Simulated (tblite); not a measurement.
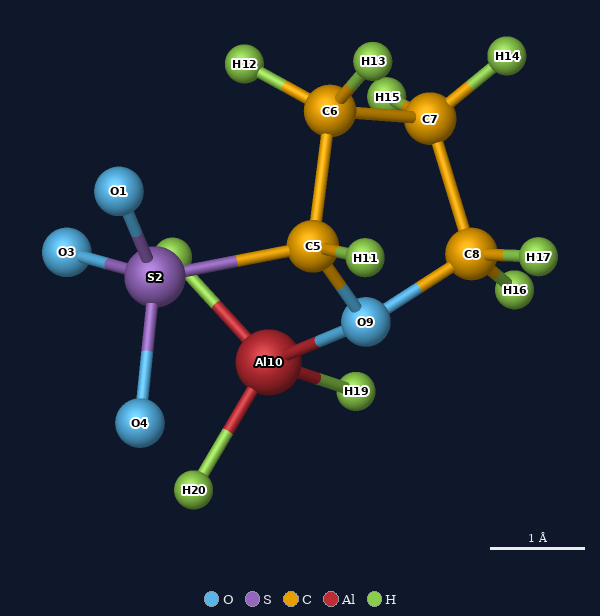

The starting structure (ball-and-stick view, seen at a tilt; atoms are numbered from 1 in the order of the input). Sticks mark near contacts.

## Run report: C$_{4}$H$_{10}$AlO$_{4}$S (charge −1), geometry relaxation

The run: geometry relaxation of C$_{4}$H$_{10}$AlO$_{4}$S, charge −1. Method and program: GFN2-xTB geometry optimisation, gas phase (tblite 0.8.0).

It belongs to a series of runs on one base structure; here: H on C replaced by SO3-.

**What the program printed**
```
step      E/eV     max force
  0    -938.28001    8.213
  1    -939.68780    2.789
  2    -939.91980    4.420
  3    -940.09586    1.059
  4    -940.21672    0.900
  5    -940.35955    0.982
  6    -940.42077    0.828
  7    -940.49303    0.723
  8    -940.54715    0.707
  9    -940.60636    0.664
 10    -940.66427    0.897
 11    -940.75175    1.047
 12    -940.84798    0.950
 13    -940.93409    0.823
 14    -941.02815    0.606
 15    -941.07771    0.700
 16    -941.12738    0.509
 17    -941.15128    0.371
 18    -941.17483    0.392
 19    -941.19948    0.414
 20    -941.23388    0.322
 21    -941.25063    0.322
 22    -941.26142    0.316
 23    -941.27199    0.300
 24    -941.28421    0.281
 25    -941.29677    0.267
 26    -941.30999    0.298
 27    -941.32816    0.470
 28    -941.35893    0.636
 29    -941.40579    0.703
 30    -941.45709    0.594
 31    -941.51401    0.566
 32    -941.56354    0.775
 33    -941.62378    0.545
 34    -941.64331    1.150
 35    -941.64020    0.865
 36    -941.69354    0.287
 37    -941.70477    0.326
 38    -941.72342    0.298
 39    -941.73937    0.271
 40    -941.75109    0.216
 41    -941.76084    0.271
 42    -941.76926    0.226
 43    -941.77717    0.173
 44    -941.78498    0.268
 45    -941.79243    0.344
 46    -941.80086    0.260
 47    -941.80874    0.280
 48    -941.81502    0.156
 49    -941.81906    0.159
 50    -941.82349    0.138
 51    -941.82747    0.151
 52    -941.83160    0.159
 53    -941.83588    0.169
 54    -941.84193    0.189
 55    -941.84854    0.233
 56    -941.85581    0.237
 57    -941.86280    0.239
 58    -941.87248    0.291
 59    -941.88485    0.348
 60    -941.90149    0.371
 61    -941.91428    0.268
 62    -941.92678    0.315
 63    -941.93600    0.252
 64    -941.94897    0.167
 65    -941.95307    0.159
 66    -941.95703    0.117
 67    -941.95976    0.131
 68    -941.96258    0.109
 69    -941.96446    0.115
 70    -941.96594    0.103
 71    -941.96800    0.097
 72    -941.97108    0.144
 73    -941.97477    0.133
 74    -941.97864    0.137
 75    -941.98249    0.171
 76    -941.98627    0.171
 77    -941.98980    0.135
 78    -941.99261    0.089
 79    -941.99435    0.086
 80    -941.99569    0.095
 81    -941.99715    0.085
 82    -941.99877    0.079
 83    -942.00007    0.081
 84    -942.00091    0.067
 85    -942.00160    0.057
 86    -942.00240    0.065
 87    -942.00337    0.070
 88    -942.00456    0.077
 89    -942.00607    0.118
 90    -942.00799    0.137
 91    -942.01027    0.127
 92    -942.01281    0.130
 93    -942.01551    0.114
 94    -942.01821    0.124
 95    -942.02094    0.154
 96    -942.02342    0.152
 97    -942.02588    0.123
 98    -942.02850    0.120
 99    -942.03174    0.114
100    -942.03546    0.165
101    -942.03944    0.189
102    -942.04360    0.162
103    -942.04742    0.168
104    -942.05116    0.254
105    -942.05498    0.141
106    -942.05916    0.121
107    -942.06114    0.129
108    -942.06482    0.174
109    -942.06821    0.175
110    -942.07129    0.147
111    -942.07372    0.112
112    -942.07547    0.080
113    -942.07656    0.056
114    -942.07724    0.046
115    -942.07776    0.044
116    -942.07817    0.049
117    -942.07854    0.041
118    -942.07889    0.036
119    -942.07921    0.038
120    -942.07945    0.033
121    -942.07969    0.035
122    -942.07996    0.037
123    -942.08030    0.040
124    -942.08065    0.038
125    -942.08095    0.031
126    -942.08118    0.034
127    -942.08136    0.031
128    -942.08157    0.032
129    -942.08188    0.046
130    -942.08235    0.054
131    -942.08304    0.061
132    -942.08390    0.072
133    -942.08486    0.082
134    -942.08585    0.081
135    -942.08687    0.084
136    -942.08788    0.062
137    -942.08886    0.069
138    -942.08983    0.071
139    -942.09073    0.085
140    -942.09176    0.073
141    -942.09270    0.053
142    -942.09313    0.046
143    -942.09339    0.038
144    -942.09364    0.031
145    -942.09383    0.032
146    -942.09401    0.031
147    -942.09415    0.032
148    -942.09431    0.034
149    -942.09451    0.034
150    -942.09476    0.035
151    -942.09500    0.038
152    -942.09523    0.033
153    -942.09548    0.037
154    -942.09577    0.042
155    -942.09608    0.038
156    -942.09638    0.047
157    -942.09670    0.049
158    -942.09716    0.054
159    -942.09774    0.062
160    -942.09829    0.045
161    -942.09863    0.047
162    -942.09882    0.029
163    -942.09892    0.019
164    -942.09895    0.011
165    -942.09897    0.008
```

**Trajectory as extended XYZ (Å, eV, eV/Å), 5 of the 166 frames kept, from step=0 to step=165**
```
20
Properties=species:S:1:pos:R:3:forces:R:3 step=0 energy=-938.28001
O    -2.7142   -1.6610   -0.6494    1.2670   1.0280   0.8670
S    -1.2708   -1.7706   -0.3041   -0.9350  -8.1590  -0.0940
O    -0.5361   -2.0917   -1.5726   -0.4170   1.1580   2.4760
O    -1.1292   -3.0088    0.8166   -0.0310   4.9100  -3.3710
C    -0.7913   -0.2399    0.4292   -1.8230   0.7920   0.8410
C    -1.0325    0.9100   -0.5282   -1.3450   0.4730   0.1750
C     0.1185    1.8399   -0.2336    0.1790   0.3690  -0.3770
C     0.7118    1.2039    1.0132   -0.0570   1.2440   0.8000
O     0.4894   -0.1751    0.8996    0.7740   0.2640  -0.2540
Al    1.7448   -0.9724   -0.1135    1.4710  -2.6860  -1.8320
H    -1.4926   -0.0776    1.2830    0.1750  -0.5390  -0.1530
H    -1.1133    0.6190   -1.5821    0.0030  -0.1960   0.4020
H    -1.9601    1.4352   -0.1857    0.2460  -0.5920  -0.7430
H    -0.2814    2.8319    0.0029    0.5280   0.0940  -0.3170
H     0.7906    1.8219   -1.0972    0.2570   0.2710   0.3860
H     1.7662    1.4601    1.1591    0.0060  -0.3420   0.0630
H     0.0877    1.5596    1.8666    0.4590  -0.0390   0.0390
H     1.4732   -0.9207   -1.6768    0.0880   0.9210   0.2460
H     3.1660   -0.2526    0.1409   -0.4570   0.5320   0.4080
H     1.9681   -2.5004    0.3292   -0.3860   0.4970   0.4390
20
Properties=species:S:1:pos:R:3:forces:R:3 step=41 energy=-941.76084
O    -2.0142   -1.6388   -1.1983   -0.1390  -0.0040  -0.2330
S    -1.1108   -1.6871   -0.0727    0.0890   0.0520   0.0880
O     0.3184   -1.8389   -0.5348    0.0550   0.0750   0.0670
O    -1.4759   -2.6491    0.9341    0.0550  -0.0290   0.0360
C    -1.1903   -0.0112    0.7095    0.0360  -0.0160   0.0930
C    -1.3302    1.0495   -0.3660   -0.0280  -0.0060  -0.0220
C    -0.1108    1.9614   -0.1832   -0.0540  -0.0290  -0.0510
C     0.6532    1.3595    1.0042   -0.0140   0.0740  -0.0940
O    -0.0026    0.1677    1.4021   -0.0010  -0.0040   0.1260
Al    2.0479   -1.7469   -0.7244   -0.0570   0.0770   0.0330
H    -2.0331   -0.0339    1.4129   -0.0070  -0.1860  -0.0760
H    -1.3323    0.5464   -1.3315    0.0620  -0.0160  -0.0350
H    -2.2685    1.5943   -0.2743   -0.0580   0.0260   0.0540
H    -0.4050    2.9905    0.0372    0.0090  -0.0420  -0.1010
H     0.4937    1.9415   -1.0869    0.0990   0.0840   0.0630
H     1.6797    1.0984    0.7239   -0.0650   0.0320   0.1390
H     0.6471    2.0344    1.8737    0.1140   0.0530  -0.0680
H     2.2529   -1.1355   -2.2102   -0.1020   0.0370   0.1060
H     2.5781   -0.7609    0.4453    0.0690  -0.1200  -0.1190
H     2.5976   -3.2305   -0.5637   -0.0630  -0.0580  -0.0060
20
Properties=species:S:1:pos:R:3:forces:R:3 step=82 energy=-941.99877
O    -1.7783   -1.7534   -1.1078   -0.0220   0.0020  -0.0010
S    -0.9660   -1.5931    0.0775   -0.0390   0.0150   0.0530
O     0.5032   -1.5655   -0.2643   -0.0250   0.0290   0.0100
O    -1.2469   -2.5208    1.1425   -0.0200  -0.0250  -0.0140
C    -1.3893    0.0870    0.7318   -0.0410   0.0420   0.0110
C    -1.4012    1.0918   -0.4149    0.0080  -0.0630   0.0130
C    -0.1036    1.8874   -0.2127   -0.0040  -0.0180   0.0030
C     0.5673    1.1921    0.9833    0.0310   0.0680  -0.0260
O    -0.4706    0.5169    1.6786    0.0040  -0.0650   0.0230
Al    2.1550   -1.6747   -0.7648   -0.0160   0.0340  -0.0500
H    -2.3514   -0.0802    1.2209    0.0460   0.0050  -0.0280
H    -1.4160    0.5382   -1.3520    0.0080  -0.0170  -0.0020
H    -2.2809    1.7393   -0.3678    0.0440  -0.0550  -0.0250
H    -0.3278    2.9307    0.0214    0.0360  -0.0100  -0.0290
H     0.5395    1.8428   -1.0884   -0.0010   0.0240   0.0200
H     1.3312    0.4864    0.6404   -0.0390  -0.0210   0.0200
H     1.0136    1.8880    1.6968    0.0110   0.0460   0.0100
H     2.1598   -0.8119   -2.1257    0.0060   0.0130   0.0210
H     2.9851   -0.9653    0.4177    0.0040   0.0110   0.0300
H     2.4723   -3.2251   -0.9154    0.0090  -0.0140  -0.0370
20
Properties=species:S:1:pos:R:3:forces:R:3 step=124 energy=-942.08065
O    -1.9631   -1.9498   -0.8031   -0.0250  -0.0030  -0.0120
S    -1.0395   -1.6436    0.2660   -0.0120   0.0150   0.0030
O     0.3864   -1.6401   -0.2353    0.0250  -0.0040   0.0020
O    -1.1900   -2.4472    1.4510    0.0200  -0.0170   0.0050
C    -1.4018    0.1072    0.7159   -0.0080   0.0170   0.0300
C    -1.2225    0.9498   -0.5394    0.0170  -0.0110   0.0010
C     0.0196    1.7974   -0.2387    0.0140   0.0100   0.0130
C     0.5740    1.1693    1.0453   -0.0100   0.0090   0.0040
O    -0.5408    0.5763    1.6996   -0.0160  -0.0070   0.0180
Al    1.9955   -1.4786   -0.8469    0.0050   0.0060   0.0040
H    -2.4150    0.0625    1.1184    0.0140   0.0090  -0.0050
H    -1.0582    0.2739   -1.3767    0.0150  -0.0170  -0.0310
H    -2.0986    1.5645   -0.7470   -0.0140   0.0000  -0.0110
H    -0.2524    2.8425   -0.0764   -0.0040   0.0050   0.0080
H     0.7548    1.7289   -1.0360   -0.0050   0.0310  -0.0060
H     1.3274    0.4112    0.8028   -0.0090   0.0070  -0.0060
H     0.9943    1.8992    1.7422    0.0000  -0.0120  -0.0090
H     1.9147   -0.1714   -1.7999   -0.0100  -0.0190  -0.0040
H     2.8959   -1.2067    0.4618   -0.0010  -0.0220  -0.0100
H     2.3142   -2.8346   -1.6068    0.0050   0.0020   0.0080
20
Properties=species:S:1:pos:R:3:forces:R:3 step=165 energy=-942.09897
O    -2.0031   -1.9754   -0.7640   -0.0020   0.0000   0.0000
S    -1.0747   -1.6713    0.3014    0.0020  -0.0020   0.0010
O     0.3552   -1.7393   -0.1840    0.0010  -0.0020   0.0000
O    -1.2625   -2.4319    1.5098    0.0000  -0.0010  -0.0030
C    -1.3565    0.1067    0.6867   -0.0030   0.0030   0.0010
C    -1.1058    0.9056   -0.5869   -0.0030  -0.0050   0.0050
C    -0.0264    1.9083   -0.1705   -0.0010  -0.0020  -0.0010
C     0.6034    1.1984    1.0277    0.0000   0.0020   0.0010
O    -0.4835    0.5499    1.6769   -0.0010  -0.0020  -0.0020
Al    1.9314   -1.5268   -0.8593   -0.0010   0.0000  -0.0010
H    -2.3780    0.1342    1.0703    0.0020   0.0030  -0.0040
H    -0.7204    0.2213   -1.3439    0.0030   0.0020   0.0050
H    -2.0100    1.3809   -0.9653    0.0030   0.0010   0.0040
H    -0.4747    2.8565    0.1373   -0.0010   0.0020  -0.0030
H     0.7018    2.0835   -0.9575   -0.0030   0.0020  -0.0070
H     1.3444    0.4649    0.6863    0.0000   0.0010   0.0000
H     1.0529    1.8732    1.7592    0.0030  -0.0030   0.0000
H     1.7696   -0.2215   -1.8082    0.0010   0.0010   0.0020
H     2.8713   -1.2342    0.4134    0.0010  -0.0010   0.0030
H     2.2604   -2.8725   -1.6322   -0.0010   0.0010  -0.0010
```

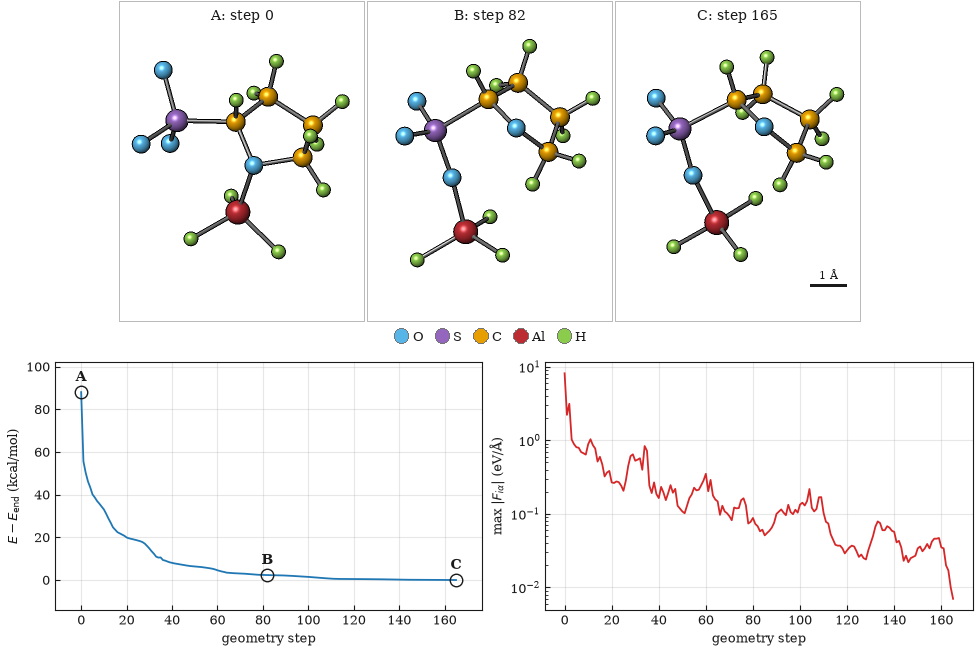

Frames of the relaxation (ball-and-stick view, seen on its broad side) above the curves, on which the letters mark them (steps are counted from 0).

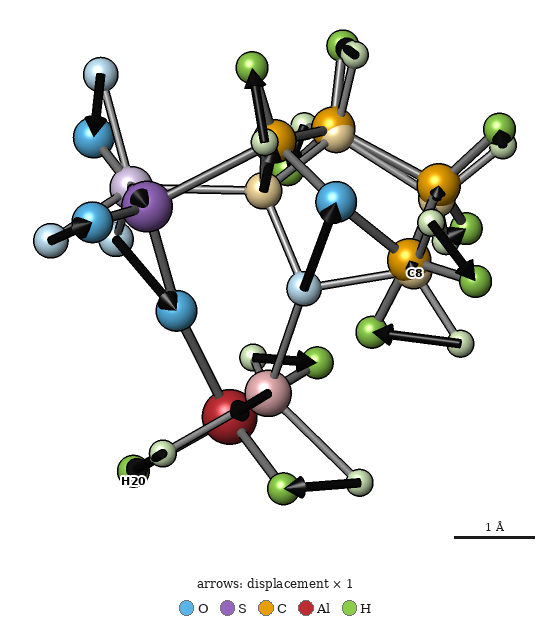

Start (faint) and end (solid) with the displacements as black arrows, at true length (ball-and-stick view, seen on its broad side). The two geometries are laid on each other by the best rigid fit. H20 moves most after the best rigid fit: 2.01 Å. Largest moves by element: H 2.01 Å, O 1.69 Å, Al 0.92 Å, C 0.70 Å, S 0.60 Å. Among the contacts that change: O9–Al10 1.799 → 4.071 Å, O3–Al10 2.930 → 1.728 Å, S2–O4 1.676 → 1.440 Å, S2–C5 1.764 → 1.841 Å. New bonds form: O3–Al10 (2.93 → 1.73 Å). Bonds break: O9–Al10 (1.80 → 4.07 Å). Among the angles that change: C6–C5–H11 105.8° → 115.7°, H19–Al10–H20 105.0° → 114.7°, O3–S2–C5 113.8° → 104.8°. The energy falls by 88.1 kcal/mol in 165 geometry steps. Largest force component: 8.2 eV/Å at the start, 0.007 eV/Å at the end. (Atoms are counted from 1 in the order of the input.)

The run was set up as follows.

**The input**
```
{"job": {"kind": "relax", "xc": "GFN2-xTB", "basis": "xTB"}, "charge": -1, "multiplicity": 1}
O     -2.714200    -1.661000    -0.649400
S     -1.270800    -1.770600    -0.304100
O     -0.536100    -2.091700    -1.572600
O     -1.129200    -3.008800     0.816600
C     -0.791300    -0.239900     0.429200
C     -1.032500     0.910000    -0.528200
C      0.118500     1.839900    -0.233600
C      0.711800     1.203900     1.013200
O      0.489400    -0.175100     0.899600
Al     1.744800    -0.972400    -0.113500
H     -1.492600    -0.077600     1.283000
H     -1.113300     0.619000    -1.582100
H     -1.960100     1.435200    -0.185700
H     -0.281400     2.831900     0.002900
H      0.790600     1.821900    -1.097200
H      1.766200     1.460100     1.159100
H      0.087700     1.559600     1.866600
H      1.473200    -0.920700    -1.676800
H      3.166000    -0.252600     0.140900
H      1.968100    -2.500400     0.329200
```

The first line tells a small driver script what to run in tblite; the rest is the geometry in Å.

Command:
```bash
OMP_NUM_THREADS=1 python <driver script> task.json out
```

**Key numbers**

```json
{"quantity": "outcome", "value": "converged"}
{"quantity": "total energy", "value": "−942.0990 eV"}
{"quantity": "hardware", "value": "1 CPU thread, shared host"}
{"quantity": "wall time", "value": "2.9 s"}
{"quantity": "peak memory", "value": "0.18 GiB"}
```
